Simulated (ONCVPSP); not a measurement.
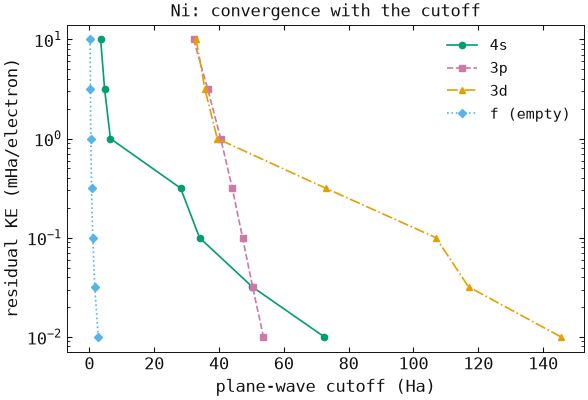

Residual kinetic energy of the pseudo-waves (the first of each channel, and further valence shells) beyond the plane-wave cutoff, as the generator prints it.

```json
{
 "Element": "Ni",
 "Generator": "ONCVPSP 4.0.1",
 "Type": "optimised norm-conserving Vanderbilt (ONCV)",
 "Functional": "PBE",
 "Relativity": "scalar-relativistic",
 "Frozen core": "[Ne] 3s2",
 "Valence charge": "16",
 "Reference configuration": "3p6 3d8 4s2",
 "Partial waves": "4s: rc 1.65 bohr, ncon 3, nbas 5, qcut 3.4 1/bohr, 3 projectors, debl 3.8 Ha; 3p: rc 1.10 bohr, ncon 5, nbas 9, qcut 11.6 1/bohr, 2 projectors, debl 1.1 Ha; 3d: rc 1.45 bohr, ncon 4, nbas 8, qcut 8.8 1/bohr, 2 projectors, debl 3.6 Ha; f scattering state at 0.13 Ha: rc 1.55 bohr, ncon 3, nbas 7, qcut 6.4 1/bohr, 3 projectors, debl 3.4 Ha",
 "Local potential": "polynomial inside 0.85 bohr (lpopt 3, dvloc0 -1 Ha)",
 "Core correction": "Teter function, parameters optimised by the program"
}
```

In the p channel the program set the typed energies aside and used -2.623, 0.250 Ha.

Which cutoffs does the potential need for its occupied states?

Answer. 41 Ha for 1 mHa and 107 Ha for 0.1 mHa per electron. The first is set by 3p.

At which cutoff does each wave reach 1 mHa per electron?

Answer. 3p: 41 Ha; 3d: 39 Ha; 4s: 6.5 Ha; f (empty): 0.4 Ha.

The potential isn't sound: its ghost test gives GHOST(-) flagged for s at -123.5 eV; GHOST(+) flagged for s at 55.9 eV.
